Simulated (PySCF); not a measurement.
# C3H4Si (SMILES C#C[C][SiH3]) at 4 levels

Aim: a comparison of 4 runs (NEVPT2(10,10)/cc-pVDZ, NEVPT2(4,6)/cc-pVDZ, NEVPT2(6,6)/cc-pVDZ, NEVPT2(8,8)/cc-pVDZ) of C3H4Si. Input form: a Python script.

The calculation is run with PySCF 2.14.0.

4 further runs of the same task are left out: 4 that didn't finish.

## Step 1: Starting point

The species is C3H4Si (8 atoms), meant as a triplet with charge 0. SMILES: `C#C[C][SiH3]`. The coordinates come from a GFN2-xTB relaxation.

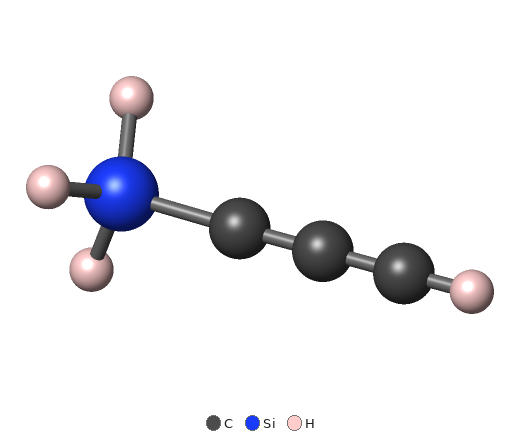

Viewed from a chosen angle; carbon dark grey, silicon blue, hydrogen pink.

## Step 2: A single-point energy at NEVPT2(10,10)/cc-pVDZ (run 1)

input.py

```python
import numpy
from pyscf import gto, scf, mp, mcscf, mrpt

mol = gto.M(
    atom=[
    ('C', (0.078900, 1.471740, -2.256450)),
    ('C', (0.053420, 0.786770, -1.211590)),
    ('C', (0.029210, 0.083770, -0.139270)),
    ('Si', (-0.048200, -0.904090, 1.385920)),
    ('H', (0.091880, 2.048240, -3.131740)),
    ('H', (-0.774230, -0.142390, 2.409550)),
    ('H', (1.319300, -1.182190, 1.840970)),
    ('H', (-0.750280, -2.161860, 1.102620)),
],
    verbose=4,
    spin=2,
    max_memory=1860,
    basis='cc-pvdz',
)

myscf = scf.ROHF(mol)
myscf.conv_tol = 1e-10
myscf.kernel()
if not myscf.converged:
    myscf = myscf.newton().run(myscf.mo_coeff, myscf.mo_occ)

pt = mp.MP2(scf.addons.convert_to_uhf(myscf)).run()
noons, natorbs = mcscf.addons.make_natural_orbitals(pt)
print('natural occupations', numpy.round(noons[:40], 4))
cas = mcscf.CASSCF(myscf, 10, 10)
cas.fix_spin_(ss=2.0)
cas.natorb = True
cas.kernel(natorbs)
e_pt2 = mrpt.NEVPT(cas).kernel()
e_final = cas.e_tot + e_pt2
print('Final energy', e_final)
```

On the command line:

```bash
OMP_NUM_THREADS=1 python input.py
```

The log of the run:

```text
PySCF version 2.14.0

[... 74 lines left out ...]
converged SCF energy = -404.707574717861
[... 34 lines left out ...]
sorting_mo_energy = False
[... 44 lines left out ...]
1-step CASSCF converged in  15 macro (227 JK  52 micro) steps
[... 3 lines left out ...]
Natural orbital (expansion on meta-Lowdin AOs) in CAS space
[... 26 lines left out ...]
CASSCF energy = -404.861238701639
[... 7 lines left out ...]
Natural orbital (expansion on meta-Lowdin AOs) in CAS space
[... 34 lines left out ...]
Nevpt2 Energy = -0.315513922276876
Final energy -405.1767526239154
```

It took 64 s on 1 thread of Arm Neoverse V1, shared host; peak memory 0.26 GiB.

## Step 3: A single-point energy at NEVPT2(4,6)/cc-pVDZ (run 2)

run.py

```python
# C#C[C][SiH3]
import numpy
from pyscf import gto, scf, mp, mcscf, mrpt

mol = gto.M(
    atom='''
C    0.078900   1.471740  -2.256450
C    0.053420   0.786770  -1.211590
C    0.029210   0.083770  -0.139270
Si  -0.048200  -0.904090   1.385920
H    0.091880   2.048240  -3.131740
H   -0.774230  -0.142390   2.409550
H    1.319300  -1.182190   1.840970
H   -0.750280  -2.161860   1.102620
''',
    basis='cc-pvdz',
    spin=2,
    max_memory=1860,
    verbose=3,
)

myscf = mol.ROHF()
myscf.conv_tol = 1e-10
myscf.kernel()
if not myscf.converged:
    myscf = myscf.newton().run(myscf.mo_coeff, myscf.mo_occ)

pt = mp.MP2(scf.addons.convert_to_uhf(myscf)).run()
noons, natorbs = mcscf.addons.make_natural_orbitals(pt)
print('natural occupations', numpy.round(noons[:40], 4))
cas = mcscf.CASSCF(myscf, 6, 4)
cas.fix_spin_(ss=2.0)
cas.natorb = True
cas.kernel(natorbs)
e_pt2 = mrpt.NEVPT(cas).kernel()
etot = cas.e_tot + e_pt2
print('Final energy', etot)
```

On the command line:

```bash
OMP_NUM_THREADS=1 python run.py
```

The log of the run:

```text
converged SCF energy = -404.707574717861
E(UMP2) = -405.176523023953  E_corr = -0.468948306091684
E(SCS-UMP2) = -405.170446490444  E_corr = -0.462871772583208
natural occupations [2.     1.9998 1.9998 1.9998 1.9998 1.9996 1.9996 1.9995 1.9824 1.9801
 1.9743 1.973  1.973  1.9664 1.9594 1.9317 1.9317 0.9956 0.9956 0.0458
 0.0458 0.0243 0.0201 0.0156 0.0139 0.0139 0.0119 0.0117 0.0092 0.0088
 0.0088 0.008  0.008  0.0061 0.0061 0.0058 0.0058 0.0051 0.0051 0.0046]
CASSCF energy = -404.754356092178
CASCI E = -404.754356092178  E(CI) = -3.62181403909909  S^2 = 2.0000000
Sr    (-1)',   E = -0.00511073128393
Si    (+1)',   E = -0.02554147139809
Sijrs (0)  ,   E = -0.19787586892247
Sijr  (+1) ,   E = -0.04742828669908
Srsi  (-1) ,   E = -0.06318235304100
Srs   (-2) ,   E = -0.01009497692227
Sij   (+2) ,   E = -0.00758704089278
Sir   (0)' ,   E = -0.07921368493143
Nevpt2 Energy = -0.436034414091038
Final energy -405.1903905062689
```

It took 15 s on 1 thread of Arm Neoverse V1, shared host; peak memory 0.25 GiB.

Run 3 isn't shown in full; the table further down has it.

## Step 4: A single-point energy at NEVPT2(8,8)/cc-pVDZ (run 4)

calc.py

```python
import numpy
from pyscf import gto, scf, mp, mcscf, mrpt

mol = gto.M(
    atom='''
C      0.149099     2.781186    -4.264073
C      0.100949     1.486780    -2.289573
C      0.055199     0.158302    -0.263182
Si    -0.091085    -1.708482     2.619009
H      0.173628     3.870613    -5.918131
H     -1.463083    -0.269078     4.553390
H      2.493116    -2.234015     3.478929
H     -1.417824    -4.085323     2.083650
''',
    max_memory=1860,
    unit='bohr',
    verbose=3,
    spin=2,
    basis='cc-pvdz',
)

calc0 = mol.ROHF()
calc0.conv_tol = 1e-10
calc0.kernel()
if not calc0.converged:
    calc0 = calc0.newton().run(calc0.mo_coeff, calc0.mo_occ)

pt = mp.MP2(scf.addons.convert_to_uhf(calc0)).run()
noons, natorbs = mcscf.addons.make_natural_orbitals(pt)
print('natural occupations', numpy.round(noons[:40], 4))
cas = mcscf.CASSCF(calc0, 8, 8)
cas.fix_spin_(ss=2.0)
cas.natorb = True
cas.kernel(natorbs)
e_pt2 = mrpt.NEVPT(cas).kernel()
etot = cas.e_tot + e_pt2
print(f'total energy: {etot:.8f} hartree')
```

On the command line:

```bash
OMP_NUM_THREADS=1 python calc.py
```

The log of the run:

```text
converged SCF energy = -404.707574681176
E(UMP2) = -405.17652308433  E_corr = -0.468948403154196
E(SCS-UMP2) = -405.170446542602  E_corr = -0.462871861426613
natural occupations [2.     1.9998 1.9998 1.9998 1.9998 1.9996 1.9996 1.9995 1.9824 1.9801
 1.9743 1.973  1.973  1.9664 1.9594 1.9317 1.9317 0.9956 0.9956 0.0458
 0.0458 0.0243 0.0201 0.0156 0.0139 0.0139 0.0119 0.0117 0.0092 0.0088
 0.0088 0.008  0.008  0.0061 0.0061 0.0058 0.0058 0.0051 0.0051 0.0046]
CASSCF energy = -404.829176981396
CASCI E = -404.829176981396  E(CI) = -15.4540682895448  S^2 = 2.0000000
Sr    (-1)',   E = -0.02691176446429
Si    (+1)',   E = -0.00405752502171
Sijrs (0)  ,   E = -0.14109648974394
Sijr  (+1) ,   E = -0.01481255739172
Srsi  (-1) ,   E = -0.05724958473372
Srs   (-2) ,   E = -0.04614890095240
Sij   (+2) ,   E = -0.00234936511703
Sir   (0)' ,   E = -0.05706208857911
Nevpt2 Energy = -0.349688276003923
total energy: -405.17886526 hartree
```

It took 39 s on 1 thread of Arm Neoverse V1, shared host; peak memory 0.25 GiB.

## Step 5: Overview of the runs

```
run                  level  energy (Eh)  dipole moment (D) of the reference  wall time
  1  NEVPT2(10,10)/cc-pVDZ  -405.176753                                0.21       64 s
  2    NEVPT2(4,6)/cc-pVDZ  -405.190391                                0.21       15 s
  3    NEVPT2(6,6)/cc-pVDZ  -405.187683                                0.21      6.6 s
  4    NEVPT2(8,8)/cc-pVDZ  -405.178865                                0.21       39 s
```

## Step 6: Summary of results

| quantity | value |
| --- | --- |
| run 4: total energy | -405.17887 Eh |
| run 4: dipole moment (Hartree–Fock density) | 0.21 D |

All runs together took 2.1 min, the longest 64 s.
